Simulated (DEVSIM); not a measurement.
Structure: Al/AlN/p-Si capacitor, at 250 K.

```
layer (left to right)  material  thickness (nm)  Na (cm⁻³)
---------------------  --------  --------------  ---------
1                           AlN            17.0          -
2                            Si             520     1.2e18
```

Metal gate on the left, work function 4.1 eV. Fixed charge at the semiconductor interface 1.11e12 cm⁻² (in units of +e); interface traps 3.1e11 cm⁻² eV⁻¹, uniform in energy, neutral level at 0.5 of the gap above the valence band.

This is a model device: material constants are rounded textbook-type values typed into the input, and sizes, dopings and lifetimes were drawn at random. Values at 300 K; Nc and Nv go as T^1.5, mobilities as T to minus their exponent, the gap by Varshni's rule with the affinity fixed.

```csv
parameter,AlN,Si
gap (eV),6.1,1.124
affinity (eV),1.9,4.05
permittivity,8.5,11.7
Nc (cm⁻³),-,2.86e19
Nv (cm⁻³),-,3.1e19
Varshni α (eV/K),-,0.000473
Varshni β (K),-,636
```

Simulated with DEVSIM: 1D Poisson equation in equilibrium, Boltzmann statistics, complete ionisation; no quantum confinement or tunnelling. Metal contacts follow the ideal Schottky-Mott rule: no Fermi-level pinning, no interface dipoles.

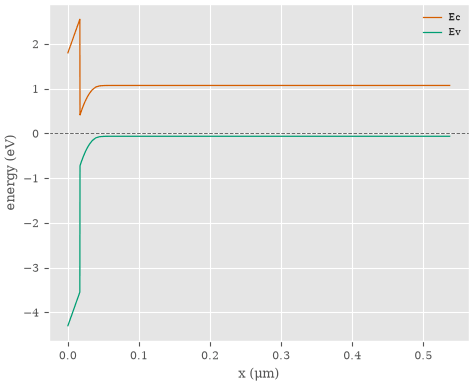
Figure: Band edges at 0.4 V on the gate

Energies count from the Fermi level of the right contact; mesh points crowd at the junctions.

```json
[
 {"x (μm)": "0.000", "Ec (eV)": "1.800", "Ev (eV)": "-4.300", "n (cm⁻³)": "< 1e2", "p (cm⁻³)": "< 1e2", "field (V/cm)": "450000"},
 {"x (μm)": "0.001071", "Ec (eV)": "1.848", "Ev (eV)": "-4.252", "n (cm⁻³)": "< 1e2", "p (cm⁻³)": "< 1e2", "field (V/cm)": "450000"},
 {"x (μm)": "0.002990", "Ec (eV)": "1.933", "Ev (eV)": "-4.167", "n (cm⁻³)": "< 1e2", "p (cm⁻³)": "< 1e2", "field (V/cm)": "450000"},
 {"x (μm)": "0.006430", "Ec (eV)": "2.087", "Ev (eV)": "-4.013", "n (cm⁻³)": "< 1e2", "p (cm⁻³)": "< 1e2", "field (V/cm)": "450000"},
 {"x (μm)": "0.01252", "Ec (eV)": "2.359", "Ev (eV)": "-3.741", "n (cm⁻³)": "< 1e2", "p (cm⁻³)": "< 1e2", "field (V/cm)": "450000"},
 {"x (μm)": "0.01510", "Ec (eV)": "2.474", "Ev (eV)": "-3.626", "n (cm⁻³)": "< 1e2", "p (cm⁻³)": "< 1e2", "field (V/cm)": "450000"},
 {"x (μm)": "0.01654", "Ec (eV)": "2.538", "Ev (eV)": "-3.562", "n (cm⁻³)": "< 1e2", "p (cm⁻³)": "< 1e2", "field (V/cm)": "450000"},
 {"x (μm)": "0.01777", "Ec (eV)": "0.446", "Ev (eV)": "-0.690", "n (cm⁻³)": "2.3e10", "p (cm⁻³)": "280000", "field (V/cm)": "470000"},
 {"x (μm)": "0.01963", "Ec (eV)": "0.531", "Ev (eV)": "-0.605", "n (cm⁻³)": "4.4e8", "p (cm⁻³)": "1.5e7", "field (V/cm)": "440000"},
 {"x (μm)": "0.02329", "Ec (eV)": "0.679", "Ev (eV)": "-0.457", "n (cm⁻³)": "450000", "p (cm⁻³)": "1.4e10", "field (V/cm)": "370000"},
 {"x (μm)": "0.03048", "Ec (eV)": "0.898", "Ev (eV)": "-0.238", "n (cm⁻³)": "< 1e2", "p (cm⁻³)": "3.7e14", "field (V/cm)": "240000"},
 {"x (μm)": "0.05226", "Ec (eV)": "1.071", "Ev (eV)": "-0.065", "n (cm⁻³)": "< 1e2", "p (cm⁻³)": "1.1e18", "field (V/cm)": "3000"},
 {"x (μm)": "0.08737", "Ec (eV)": "1.072", "Ev (eV)": "-0.064", "n (cm⁻³)": "< 1e2", "p (cm⁻³)": "1.2e18", "field (V/cm)": "≈ 0"},
 {"x (μm)": "0.1563", "Ec (eV)": "1.072", "Ev (eV)": "-0.064", "n (cm⁻³)": "< 1e2", "p (cm⁻³)": "1.2e18", "field (V/cm)": "≈ 0"},
 {"x (μm)": "0.3388", "Ec (eV)": "1.072", "Ev (eV)": "-0.064", "n (cm⁻³)": "< 1e2", "p (cm⁻³)": "1.2e18", "field (V/cm)": "≈ 0"},
 {"x (μm)": "0.4366", "Ec (eV)": "1.072", "Ev (eV)": "-0.064", "n (cm⁻³)": "< 1e2", "p (cm⁻³)": "1.2e18", "field (V/cm)": "≈ 0"},
 {"x (μm)": "0.4865", "Ec (eV)": "1.072", "Ev (eV)": "-0.064", "n (cm⁻³)": "< 1e2", "p (cm⁻³)": "1.2e18", "field (V/cm)": "≈ 0"},
 {"x (μm)": "0.5119", "Ec (eV)": "1.072", "Ev (eV)": "-0.064", "n (cm⁻³)": "< 1e2", "p (cm⁻³)": "1.2e18", "field (V/cm)": "≈ 0"},
 {"x (μm)": "0.5272", "Ec (eV)": "1.072", "Ev (eV)": "-0.064", "n (cm⁻³)": "< 1e2", "p (cm⁻³)": "1.2e18", "field (V/cm)": "≈ 0"},
 {"x (μm)": "0.5326", "Ec (eV)": "1.072", "Ev (eV)": "-0.064", "n (cm⁻³)": "< 1e2", "p (cm⁻³)": "1.2e18", "field (V/cm)": "≈ 0"},
 {"x (μm)": "0.5353", "Ec (eV)": "1.072", "Ev (eV)": "-0.064", "n (cm⁻³)": "< 1e2", "p (cm⁻³)": "1.2e18", "field (V/cm)": "≈ 0"},
 {"x (μm)": "0.5370", "Ec (eV)": "1.072", "Ev (eV)": "-0.064", "n (cm⁻³)": "< 1e2", "p (cm⁻³)": "1.2e18", "field (V/cm)": "≈ 0"}
]
```
